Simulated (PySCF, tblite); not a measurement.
**C₃H₇BS: dynamics, then NMR shifts and electronic excitations on frames**

Aim: move C₃H₇BS (`C=CBSC`) away from its starting geometry and see how NMR shifts and electronic excitations follow the geometry.

Programs: tblite 0.8.0 and PySCF 2.14.0, with density-fitted response routines of our own. Each step states its level of theory. These are calculated values for one molecule in the gas phase, unless marked as measured. Atoms are numbered from 0 throughout.

## (1) The molecule as given

12 atoms, charge 0, multiplicity 1; geometry from: GFN2-xTB.

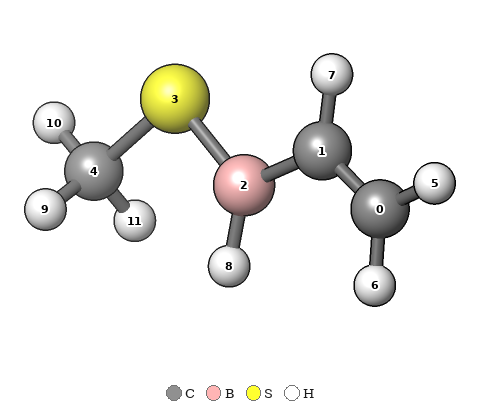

As it starts; carbon grey, boron pink, sulfur yellow, hydrogen white, atoms numbered.

## (2) A short Langevin run with GFN2-xTB

What the job is given:

```
{"job": {"kind": "md", "xc": "GFN2-xTB", "basis": "xTB", "temperature": 200, "steps": 2000, "every": 50, "frames": 5}, "charge": 0, "multiplicity": 1}
C      2.664539     0.080573    -0.562421
C      1.414095    -0.212620    -0.918769
B      0.180884     0.023181    -0.018730
S     -1.408981    -0.450105    -0.625935
C     -2.528821     0.009268     0.744686
H      3.513070    -0.095390    -1.205825
H      2.885672     0.511745     0.401402
H      1.265890    -0.646306    -1.902971
H      0.261855     0.497706     1.048592
H     -2.542921     1.089556     0.846882
H     -3.518621    -0.353943     0.489067
H     -2.185461    -0.454351     1.663419
```

Level: GFN2-xTB Langevin dynamics, gas phase.

On the command line:

```bash
> OMP_NUM_THREADS=1 python probes_run.py task.json out
```

This one command runs all jobs of the session in turn.

The program printed:

```text
t/fs     T/K      E/eV
    0.0   174.3   -393.02504
   25.0   127.9   -392.87739
   50.0   156.1   -392.84791
   75.0   183.3   -392.89203
  100.0   164.0   -392.81879
  125.0   211.4   -392.80227
  150.0   151.5   -392.72655
  175.0   167.0   -392.74633
  200.0   194.9   -392.80840
  225.0   118.3   -392.64862
  250.0   159.0   -392.78175
  275.0   226.1   -392.83665
  300.0   188.0   -392.71315
  325.0   231.9   -392.82374
  350.0   134.1   -392.74579
  375.0   101.3   -392.81324
  400.0   192.0   -392.83559
  425.0   149.5   -392.77135
  450.0   212.2   -392.78983
  475.0   174.9   -392.72504
  500.0   186.9   -392.73916
  525.0   244.0   -392.82404
  550.0   138.3   -392.81178
  575.0   145.1   -392.81108
  600.0   109.7   -392.76974
  625.0   156.6   -392.78965
  650.0   272.0   -392.78889
  675.0   256.9   -392.63617
  700.0   256.3   -392.55917
  725.0   271.9   -392.64375
  750.0   284.2   -392.75786
  775.0   224.9   -392.73890
  800.0   270.7   -392.72717
  825.0   348.6   -392.76053
  850.0   281.0   -392.59943
  875.0   262.4   -392.71521
  900.0   187.5   -392.62658
  925.0   209.6   -392.72704
  950.0   151.1   -392.61694
  975.0   160.1   -392.65792
 1000.0   181.6   -392.73784
```

Wall time 6.9 s (1 thread of Intel Xeon Platinum 8488C, shared host); peak memory 0.18 GiB.

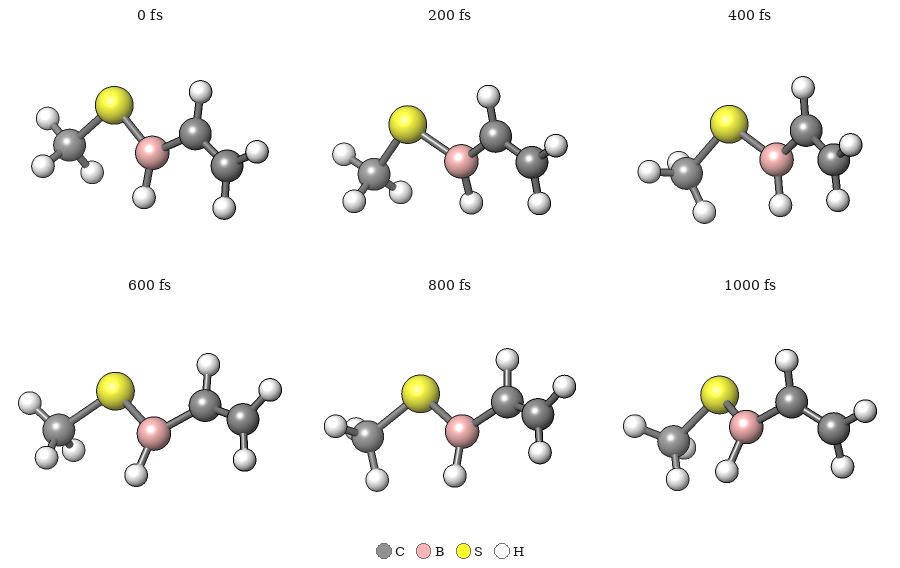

Frames of the run.

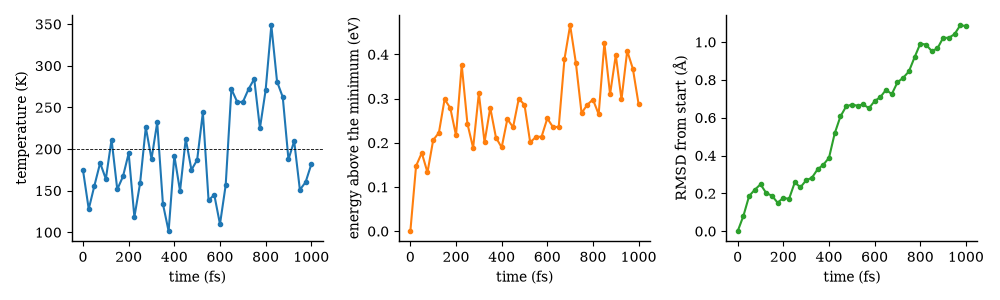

Temperature, potential energy and distance from the start.

Positions (Å) and forces (eV/Å) at 1000 fs:

```xyz
12

C     2.118   -0.461   -0.216    0.217   -0.666   -0.097
C     0.858   -0.340   -0.610   -0.727    0.278    0.414
B    -0.290    0.100    0.337   -0.609    0.555    1.345
S    -1.849   -0.781    0.381    0.431   -0.094   -0.241
C    -2.801   -0.055    1.763    0.356   -0.083    0.207
H     2.915   -0.768   -0.878   -0.036   -0.004   -0.052
H     2.373   -0.466    0.832    0.059    0.482   -0.047
H     0.543   -0.566   -1.620    0.387    0.126   -0.247
H    -0.235    0.994    1.200    0.260   -0.876   -1.005
H    -3.100   -0.856    2.453   -0.297    0.257   -0.594
H    -2.166    0.604    2.333    0.246    0.298    0.039
H    -3.598    0.521    1.307   -0.287   -0.274    0.279
```

## (3) Shielding tensors: 250 fs, PBE0/pcSseg-1

What the job is given:

```
{"job": {"kind": "nmr", "xc": "PBE0", "basis": "pcSseg-1", "pop": false}, "charge": 0, "multiplicity": 1}
C      2.144700     0.161600    -0.753400
C      0.888400    -0.244300    -0.869200
B     -0.170400     0.003600     0.208000
S     -1.901000     0.111200    -0.200100
C     -2.821500     0.344000     1.406900
H      2.859900    -0.043700    -1.570300
H      2.508500     0.783800    -0.005800
H      0.536200    -0.714800    -1.808100
H      0.013800    -0.043200     1.387400
H     -2.876800     1.407700     1.555100
H     -3.856200    -0.012600     1.270800
H     -2.343600    -0.227400     2.196500
```

Level: GIAO PBE0/pcSseg-1 NMR shielding, non-relativistic, gas phase.

The program printed:

```text
coarse grid: 10312 points
cycle   1  E = -541.1446459585  dE =  3.220e-01  |g| = 2.996e-01  |ddm| = 2.974e+00
cycle   2  E = -541.1466220694  dE = -1.976e-03  |g| = 2.990e-01  |ddm| = 5.949e-01
cycle   3  E = -541.1708802414  dE = -2.426e-02  |g| = 5.952e-02  |ddm| = 3.107e-01
cycle   4  E = -541.1716627211  dE = -7.825e-04  |g| = 2.635e-02  |ddm| = 6.676e-02
cycle   5  E = -541.1718299659  dE = -1.672e-04  |g| = 6.384e-03  |ddm| = 2.283e-02
cycle   6  E = -541.1718417084  dE = -1.174e-05  |g| = 1.916e-03  |ddm| = 9.210e-03
cycle   7  E = -541.1718425409  dE = -8.325e-07  |g| = 4.787e-04  |ddm| = 2.336e-03
final grid: 94184 points
cycle   8  E = -541.2028518391  dE = -2.037e-05  |g| = 7.920e-03  |ddm| = 2.162e-02
cycle   9  E = -541.2028420205  dE =  9.819e-06  |g| = 9.943e-03  |ddm| = 1.505e-02
cycle  10  E = -541.2028683521  dE = -2.633e-05  |g| = 6.199e-04  |ddm| = 9.338e-03
cycle  11  E = -541.2028684697  dE = -1.177e-07  |g| = 1.443e-04  |ddm| = 1.007e-03
cycle  12  E = -541.2028684744  dE = -4.607e-09  |g| = 4.441e-05  |ddm| = 1.651e-04
cycle  13  E = -541.2028684749  dE = -5.061e-10  |g| = 1.699e-05  |ddm| = 6.222e-05
converged SCF energy = -541.2028684749

GIAO shielding tensors (ppm)
atom      isotropic    diamagn.    paramagn.     s11        s22        s33       span
  0 C       42.245     252.959    -210.714    -73.928     33.192    167.470    241.398
  1 C       39.577     258.457    -218.879    -81.176     30.833    169.076    250.252
  2 B       35.607     194.115    -158.509    -28.584     24.234    111.171    139.755
  3 S      367.142    1059.413    -692.271     94.523    482.016    524.888    430.366
  4 C      159.515     249.989     -90.474    133.605    155.520    189.421     55.816
  5 H       25.099      27.994      -2.895     22.218     24.565     28.513      6.296
  6 H       25.909      32.568      -6.659     21.876     26.258     29.593      7.717
  7 H       24.247      30.961      -6.715     20.783     23.611     28.346      7.563
  8 H       24.367      31.807      -7.440     18.529     24.746     29.825     11.296
  9 H       28.896      29.700      -0.804     23.693     27.287     35.708     12.015
 10 H       28.978      27.944       1.034     24.411     26.754     35.769     11.358
 11 H       29.036      29.996      -0.960     24.813     27.191     35.104     10.291
```

Wall time 7.6 s (1 thread of Intel Xeon Platinum 8488C, shared host); peak memory 0.58 GiB.

The references, computed at this level on geometries of the same kind, shield at (ppm): 1H TMS 31.72, 13C TMS 186.9, 11B BF3·OEt2 100.1, 33S CS2 504. Their shielding less the atom's gives the shift. The references are single molecules in the gas phase. Each atom is listed at this fixed geometry, with no averaging over motion; a spectrum would average atoms that exchange fast.

| atoms | environment | σ (ppm) | δ (ppm) |
| --- | --- | --- | --- |
| C1 | alkene CH | 39.6 | 147.3 |
| C0 | terminal =CH2 carbon | 42.2 | 144.7 |
| C4 | methyl carbon bonded to S | 159.5 | 27.4 |
| H7 | hydrogen on an alkene CH | 24.25 | 7.47 |
| H8 | hydrogen on a boron bonded to C, S | 24.37 | 7.35 |
| H5 | hydrogen on a terminal =CH2 carbon | 25.10 | 6.62 |
| H6 | hydrogen on a terminal =CH2 carbon | 25.91 | 5.81 |
| H9 | hydrogen on a methyl carbon bonded to S | 28.90 | 2.82 |
| H10 | hydrogen on a methyl carbon bonded to S | 28.98 | 2.74 |
| H11 | hydrogen on a methyl carbon bonded to S | 29.04 | 2.68 |
| B2 | boron bonded to C, S, H | 35.6 | 64.5 |
| S3 | sulfur bonded to C, B | 367 | 137 |

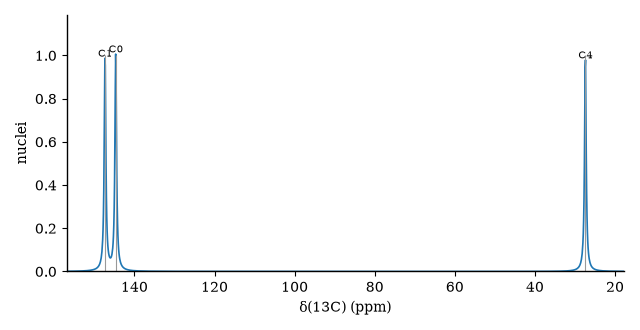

13C lines at the computed shifts, without couplings. Lines are broadened to a width of 0.48 ppm (Lorentzian).

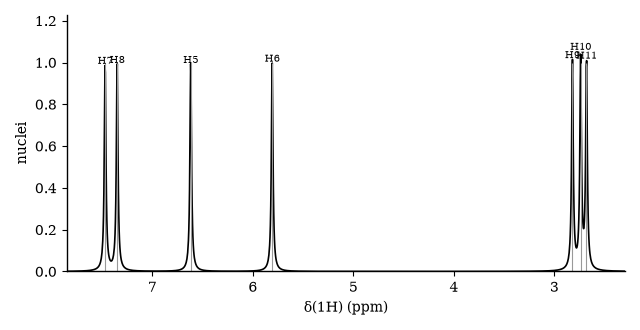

1H lines at the computed shifts, without couplings. Lines are broadened to a width of 0.02 ppm (Lorentzian).

## (4) TDDFT and polarisability: 250 fs, PBE0/def2-SVPD

Same as in step 3 but for these lines:

```diff
@@ -1,2 +1,2 @@
-{"job": {"kind": "nmr", "xc": "PBE0", "basis": "pcSseg-1", "pop": false}, "charge": 0, "multiplicity": 1}
+{"job": {"kind": "uv", "xc": "PBE0", "basis": "def2-SVPD", "nstates": 5, "ntriplets": 0}, "charge": 0, "multiplicity": 1}
 C      2.144700     0.161600    -0.753400
```

With the program's defaults for keys left out, this is: TDDFT PBE0/def2-SVPD, vertical, gas phase, core orbitals frozen in the response.

The program printed:

```text
coarse grid: 10312 points
cycle   1  E = -540.9383962867  dE =  2.832e-01  |g| = 2.862e-01  |ddm| = 4.418e+00
cycle   2  E = -540.9385217286  dE = -1.254e-04  |g| = 2.954e-01  |ddm| = 8.225e-01
cycle   3  E = -540.9633455081  dE = -2.482e-02  |g| = 6.159e-02  |ddm| = 4.119e-01
cycle   4  E = -540.9642318167  dE = -8.863e-04  |g| = 2.551e-02  |ddm| = 1.018e-01
cycle   5  E = -540.9643968212  dE = -1.650e-04  |g| = 6.504e-03  |ddm| = 3.738e-02
cycle   6  E = -540.9644097784  dE = -1.296e-05  |g| = 1.500e-03  |ddm| = 1.216e-02
cycle   7  E = -540.9644104165  dE = -6.381e-07  |g| = 4.534e-04  |ddm| = 2.950e-03
final grid: 94184 points
cycle   8  E = -541.0221649132  dE = -2.059e-05  |g| = 7.679e-03  |ddm| = 7.212e-02
cycle   9  E = -541.0221544193  dE =  1.049e-05  |g| = 9.742e-03  |ddm| = 2.148e-02
cycle  10  E = -541.0221815262  dE = -2.711e-05  |g| = 6.012e-04  |ddm| = 1.243e-02
cycle  11  E = -541.0221816489  dE = -1.227e-07  |g| = 1.393e-04  |ddm| = 1.340e-03
cycle  12  E = -541.0221816538  dE = -4.937e-09  |g| = 4.794e-05  |ddm| = 2.834e-04
cycle  13  E = -541.0221816545  dE = -6.332e-10  |g| = 1.595e-05  |ddm| = 8.859e-05
converged SCF energy = -541.0221816545

Static polarisability (au): isotropic 78.414, principal 53.759 65.871 115.610

Singlet excitations
state   eV       nm        f      main configurations
  1   5.1407    241.2   0.29997   H->L 0.79, H-1->L 0.15
  2   5.2177    237.6   0.05431   H-1->L 0.76, H->L 0.17
  3   5.9282    209.1   0.00432   H-3->L 0.57, H-2->L 0.38
  4   6.2689    197.8   0.05137   H-2->L 0.33, H->L+1 0.31, H-3->L 0.27
  5   6.4972    190.8   0.01010   H->L+1 0.54, H-2->L 0.13, H->L+3 0.12
```

Run time: 11 s. Hardware: 1 thread of Intel Xeon Platinum 8488C, shared host; peak memory 0.74 GiB.

The orbitals next to the gap, with their largest atomic shares:

| orbital | eV | atoms |
| --- | --- | --- |
| HOMO−3 | -9.24 | C1 26 %, B2 20 %, C0 16 % |
| HOMO−2 | -8.64 | C1 25 %, S3 25 %, C0 19 % |
| HOMO−1 | -8.07 | S3 44 %, B2 19 %, H8 10 % |
| HOMO | -7.31 | S3 50 %, C0 14 %, C1 12 % |
| LUMO | -1.52 | B2 28 %, C0 24 %, C1 18 % |
| LUMO+1 | 0.42 | S3 38 %, C4 18 %, B2 11 % |
| LUMO+2 | 0.77 | B2 28 %, S3 24 %, C4 13 % |

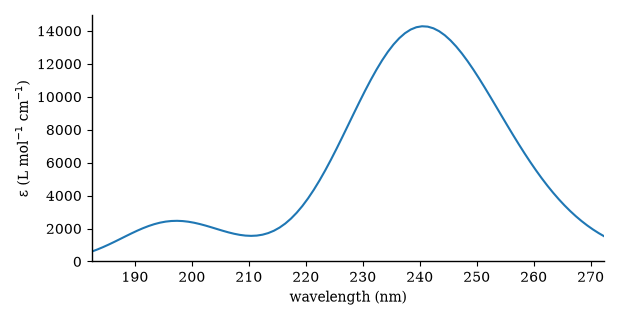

Absorption spectrum: each of the 5 states is a Gaussian band of 0.4 eV half-width at 1/e. Beyond the last state computed it falls off for lack of states.

Further results of this job:

| property | computed |
| --- | --- |
| dipole moment (D) | 1.03 |
| polarisability (Å³) | 11.62 |
| HOMO–LUMO gap (eV) | 5.79 |
| −ε(HOMO) (eV) | 7.31 |

## (5) Shielding tensors: 425 fs, PBE0/pcSseg-1

What the job is given:

```
{"job": {"kind": "nmr", "xc": "PBE0", "basis": "pcSseg-1", "pop": false}, "charge": 0, "multiplicity": 1}
C      1.944200     0.235400    -0.558700
C      0.677200    -0.189700    -0.716500
B     -0.381800    -0.114000     0.441100
S     -2.092900    -0.374100     0.105700
C     -2.850400     0.357800     1.620700
H      2.632100     0.358600    -1.378400
H      2.330300     0.331600     0.428000
H      0.458900    -0.487200    -1.725200
H     -0.062100     0.156700     1.502100
H     -3.533600     1.095300     1.164100
H     -3.467000    -0.398100     2.138800
H     -2.141200     0.868800     2.243600
```

Method: GIAO PBE0/pcSseg-1 NMR shielding, non-relativistic, gas phase.

The program printed:

```text
coarse grid: 10312 points
cycle   1  E = -541.1442761849  dE =  3.308e-01  |g| = 2.977e-01  |ddm| = 2.981e+00
cycle   2  E = -541.1444978714  dE = -2.217e-04  |g| = 3.072e-01  |ddm| = 6.001e-01
cycle   3  E = -541.1702970461  dE = -2.580e-02  |g| = 6.470e-02  |ddm| = 3.188e-01
cycle   4  E = -541.1712447784  dE = -9.477e-04  |g| = 2.587e-02  |ddm| = 6.730e-02
cycle   5  E = -541.1714024367  dE = -1.577e-04  |g| = 7.407e-03  |ddm| = 2.342e-02
cycle   6  E = -541.1714187963  dE = -1.636e-05  |g| = 1.696e-03  |ddm| = 1.048e-02
cycle   7  E = -541.1714194137  dE = -6.174e-07  |g| = 4.783e-04  |ddm| = 2.055e-03
final grid: 94184 points
cycle   8  E = -541.2021115415  dE = -2.465e-05  |g| = 8.122e-03  |ddm| = 2.312e-02
cycle   9  E = -541.2021012434  dE =  1.030e-05  |g| = 1.016e-02  |ddm| = 1.545e-02
cycle  10  E = -541.2021289516  dE = -2.771e-05  |g| = 6.755e-04  |ddm| = 9.766e-03
cycle  11  E = -541.2021290922  dE = -1.406e-07  |g| = 1.511e-04  |ddm| = 1.090e-03
cycle  12  E = -541.2021290972  dE = -5.055e-09  |g| = 4.541e-05  |ddm| = 1.598e-04
cycle  13  E = -541.2021290977  dE = -5.145e-10  |g| = 1.512e-05  |ddm| = 5.177e-05
converged SCF energy = -541.2021290977

GIAO shielding tensors (ppm)
atom      isotropic    diamagn.    paramagn.     s11        s22        s33       span
  0 C       33.087     254.903    -221.816    -92.598     32.596    159.264    251.862
  1 C       32.285     257.203    -224.918    -96.084     15.823    177.116    273.200
  2 B       37.714     193.288    -155.575    -22.411     31.971    103.581    125.992
  3 S      423.639    1059.566    -635.926    172.112    495.663    603.144    431.032
  4 C      158.527     249.232     -90.705    132.065    155.009    188.507     56.443
  5 H       24.880      29.791      -4.911     21.494     24.998     28.149      6.655
  6 H       25.481      32.220      -6.739     21.181     25.494     29.768      8.587
  7 H       24.747      32.678      -7.931     20.243     24.498     29.501      9.259
  8 H       25.167      33.045      -7.878     19.105     26.173     30.224     11.120
  9 H       28.456      28.024       0.432     22.829     26.928     35.612     12.783
 10 H       28.453      27.312       1.141     23.815     26.185     35.359     11.544
 11 H       29.474      30.096      -0.623     25.196     27.928     35.297     10.100
```

Wall time 7.4 s (1 thread of Intel Xeon Platinum 8488C, shared host); peak memory 0.61 GiB.

In short: δ C1 154.6, C0 153.8, C4 28.4, B2 62.4, H7 6.97, H5 6.84 ppm.

## (6) Excited states and response: 425 fs, PBE0/def2-SVPD

Same as in step 5 but for these lines:

```diff
@@ -1,2 +1,2 @@
-{"job": {"kind": "nmr", "xc": "PBE0", "basis": "pcSseg-1", "pop": false}, "charge": 0, "multiplicity": 1}
+{"job": {"kind": "uv", "xc": "PBE0", "basis": "def2-SVPD", "nstates": 5, "ntriplets": 0}, "charge": 0, "multiplicity": 1}
 C      1.944200     0.235400    -0.558700
```

Level: TDDFT PBE0/def2-SVPD, vertical, gas phase, core orbitals frozen in the response.

The program printed:

```text
coarse grid: 10312 points
cycle   1  E = -540.9375581769  dE =  2.923e-01  |g| = 2.860e-01  |ddm| = 4.474e+00
cycle   2  E = -540.9355627355  dE =  1.995e-03  |g| = 3.072e-01  |ddm| = 9.040e-01
cycle   3  E = -540.9626027463  dE = -2.704e-02  |g| = 6.611e-02  |ddm| = 4.438e-01
cycle   4  E = -540.9636357480  dE = -1.033e-03  |g| = 2.561e-02  |ddm| = 1.050e-01
cycle   5  E = -540.9637968927  dE = -1.611e-04  |g| = 7.458e-03  |ddm| = 3.888e-02
cycle   6  E = -540.9638145188  dE = -1.763e-05  |g| = 1.405e-03  |ddm| = 1.389e-02
cycle   7  E = -540.9638150758  dE = -5.570e-07  |g| = 4.487e-04  |ddm| = 2.929e-03
final grid: 94184 points
cycle   8  E = -541.0213645453  dE = -2.400e-05  |g| = 7.972e-03  |ddm| = 7.417e-02
cycle   9  E = -541.0213530955  dE =  1.145e-05  |g| = 1.009e-02  |ddm| = 2.297e-02
cycle  10  E = -541.0213824802  dE = -2.938e-05  |g| = 6.656e-04  |ddm| = 1.339e-02
cycle  11  E = -541.0213826303  dE = -1.501e-07  |g| = 1.534e-04  |ddm| = 1.513e-03
cycle  12  E = -541.0213826363  dE = -6.025e-09  |g| = 4.964e-05  |ddm| = 3.073e-04
cycle  13  E = -541.0213826370  dE = -6.296e-10  |g| = 1.796e-05  |ddm| = 8.925e-05
converged SCF energy = -541.0213826370

Static polarisability (au): isotropic 77.799, principal 53.308 66.110 113.978

Singlet excitations
state   eV       nm        f      main configurations
  1   5.1229    242.0   0.34260   H->L 0.91
  2   5.5587    223.0   0.06995   H-1->L 0.71, H-3->L 0.12, H-2->L 0.12
  3   5.9856    207.1   0.01309   H-2->L 0.70, H-3->L 0.23
  4   6.3898    194.0   0.03696   H->L+1 0.82
  5   6.4905    191.0   0.03712   H-3->L 0.59, H-1->L 0.16, H-2->L 0.11
```

It took 11 s on 1 thread of Intel Xeon Platinum 8488C, shared host; peak memory 0.74 GiB.

This run: HOMO -7.22 eV, LUMO -1.51 eV; lowest singlet 5.12 eV.

## (7) NMR shieldings: 625 fs, PBE0/pcSseg-1

What the job is given:

```
{"job": {"kind": "nmr", "xc": "PBE0", "basis": "pcSseg-1", "pop": false}, "charge": 0, "multiplicity": 1}
C      2.061500    -0.579500    -0.347500
C      0.726600    -0.720800    -0.331400
B     -0.266500     0.033900     0.481900
S     -1.973600    -0.485100     0.160100
C     -3.081900     0.535200     1.180300
H      2.637800    -1.347200    -0.862300
H      2.508100     0.235400     0.184000
H      0.395300    -1.522900    -0.931400
H     -0.002000     0.782500     1.312000
H     -4.074300     0.439100     0.757200
H     -3.085600     0.099000     2.200000
H     -2.759800     1.594800     1.200700
```

Method: GIAO PBE0/pcSseg-1 NMR shielding, non-relativistic, gas phase.

The program printed:

```text
coarse grid: 10312 points
cycle   1  E = -541.1412216902  dE =  3.716e-01  |g| = 3.267e-01  |ddm| = 2.992e+00
cycle   2  E = -541.1344334158  dE =  6.788e-03  |g| = 3.699e-01  |ddm| = 6.823e-01
cycle   3  E = -541.1712478720  dE = -3.681e-02  |g| = 8.733e-02  |ddm| = 3.816e-01
cycle   4  E = -541.1731184080  dE = -1.871e-03  |g| = 2.378e-02  |ddm| = 7.714e-02
cycle   5  E = -541.1732548761  dE = -1.365e-04  |g| = 6.968e-03  |ddm| = 2.473e-02
cycle   6  E = -541.1732692308  dE = -1.435e-05  |g| = 1.863e-03  |ddm| = 1.075e-02
cycle   7  E = -541.1732699908  dE = -7.600e-07  |g| = 5.687e-04  |ddm| = 2.426e-03
final grid: 94184 points
cycle   8  E = -541.2041363624  dE = -2.008e-05  |g| = 7.818e-03  |ddm| = 2.252e-02
cycle   9  E = -541.2041267411  dE =  9.621e-06  |g| = 9.786e-03  |ddm| = 1.499e-02
cycle  10  E = -541.2041524005  dE = -2.566e-05  |g| = 7.075e-04  |ddm| = 9.504e-03
cycle  11  E = -541.2041525518  dE = -1.513e-07  |g| = 2.070e-04  |ddm| = 1.105e-03
cycle  12  E = -541.2041525609  dE = -9.125e-09  |g| = 8.199e-05  |ddm| = 1.918e-04
cycle  13  E = -541.2041525624  dE = -1.529e-09  |g| = 2.893e-05  |ddm| = 7.925e-05
cycle  14  E = -541.2041525626  dE = -2.123e-10  |g| = 8.084e-06  |ddm| = 3.130e-05
converged SCF energy = -541.2041525626

GIAO shielding tensors (ppm)
atom      isotropic    diamagn.    paramagn.     s11        s22        s33       span
  0 C       31.615     254.882    -223.268    -95.889     32.620    158.113    254.002
  1 C       35.203     259.330    -224.127    -96.024     24.440    177.191    273.215
  2 B       38.804     193.792    -154.988    -22.030     25.610    112.834    134.864
  3 S      392.974    1059.784    -666.810    119.019    503.836    556.068    437.049
  4 C      165.471     250.187     -84.716    151.146    158.698    186.569     35.422
  5 H       24.585      29.154      -4.570     20.905     24.140     28.709      7.804
  6 H       25.105      31.597      -6.492     20.569     25.324     29.421      8.853
  7 H       25.124      34.311      -9.187     19.510     24.345     31.518     12.008
  8 H       24.923      32.180      -7.257     19.176     26.138     29.454     10.278
  9 H       29.495      28.265       1.230     24.444     27.428     36.612     12.169
 10 H       28.349      28.127       0.222     23.116     26.655     35.276     12.160
 11 H       28.575      29.195      -0.620     23.718     26.929     35.078     11.360
```

It took 7.7 s on 1 thread of Intel Xeon Platinum 8488C, shared host; peak memory 0.61 GiB.

In short: δ C0 155.3, C1 151.7, C4 21.5, B2 61.3, H5 7.13, H8 6.79 ppm.

(Part 1 of 2 ends here.)
